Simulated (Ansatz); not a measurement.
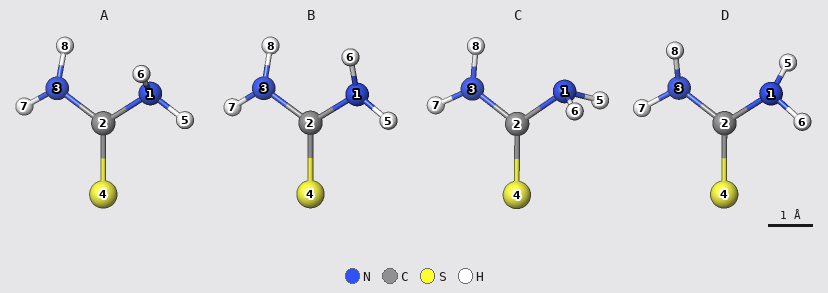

4 geometries from a converged minimum-energy path of CH₄N₂S, shuffled. A ball-and-stick model, seen at a tilt.

All numbers below come from RKS B3LYP/cc-pVDZ (Ansatz). Set-up: 5 movable images; climbing image; force threshold 0.05 eV/Å; iteration limit 60; starting path through a guess of the saddle point.

**Which of them lies highest in energy?**

C. In order along the path, whose images run from 0 to 6: B (image 0, 0.0 kJ/mol), A (image 1, +10.4 kJ/mol), C (image 3, +38.2 kJ/mol), D (image 5, +10.4 kJ/mol). The motion is a rotation about the N1–C2 bond by about 165°. No bond forms or breaks between the ends. Bond angles that change up to the highest image, for instance: H5–N1–H6 115.5° → 102.6°, C2–N1–H6 118.7° → 106.3°.

The run took 2.2 min on 1 thread of Arm Neoverse V1, with other jobs on the host, peak memory 0.15 GiB.
